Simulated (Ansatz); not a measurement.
## BeTe: x(Mg) = 0.333, 6 atoms, P3m1

Base system: BeTe in the zinc blende structure (space group F-43m, No. 216; a = 5.604 Å).

The other end (x = 1) is MgTe in the zinc blende structure (space group F-43m, No. 216): 33.36 Å³/atom, gap 2.35 eV.

It is then changed as follows: a fraction x = 0.333 of the Be sites is given to Mg, ordered in a cell of 6 atoms (starting symmetry P3m1) and fully relaxed.

Method: PBEsol in Ansatz (plane waves to 420 eV, PAW, without spin-orbit coupling). Settings: 9×9×4 k-points, 0.05 eV Fermi–Dirac smearing, for the changed cell.

```json
[
 {"quantity": "volume per atom", "base": "22.00 Å³", "changed": "25.43 Å³", "shift": "+3.43 Å³"},
 {"quantity": "density", "base": "5.15 g/cm³", "changed": "4.63 g/cm³", "shift": "-0.529 g/cm³"},
 {"quantity": "band gap", "base": "1.84 eV", "changed": "1.65 eV", "shift": "-0.183 eV"},
 {"quantity": "gap character (in this cell's own zone, which can be folded)", "base": "–", "changed": "indirect, Γ → M", "shift": "–"},
 {"quantity": "valence-band top at Γ (three highest levels, from the VBM)", "base": "0.00, 0.00, 0.00 eV", "changed": "0.00, 0.00, -0.52 eV", "shift": "–"},
 {"quantity": "mixing energy", "base": "–", "changed": "+73 meV/atom", "shift": "–"},
 {"quantity": "deviation of the volume from the linear (Vegard-type) interpolation", "base": "–", "changed": "-1.4 %", "shift": "–"},
 {"quantity": "bowing parameter b of this ordering, from Eg = [1−x] Eg[0] + x Eg[1] − b x [1−x]", "base": "–", "changed": "1.6 eV", "shift": "–"},
 {"quantity": "mean first-shell distances", "base": "–", "changed": "Be–Te 2.476 Å (end compound 2.427 Å), Mg–Te 2.713 Å (end compound 2.788 Å)", "shift": "–"}
]
```

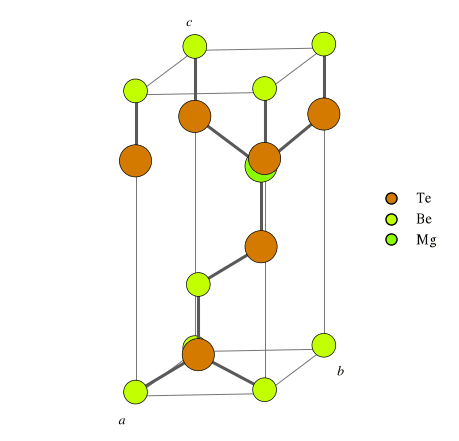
The relaxed conventional cell after the change

Each cell is one ordered arrangement of few atoms, which overstates ordering effects compared with a random alloy. With Te present, leaving out spin-orbit coupling can change the band edges. Whether these cells are dynamically stable was not tested. k-point labels follow each cell's own Brillouin zone.

Ansatz is a quantum-chemistry and plane-wave program.
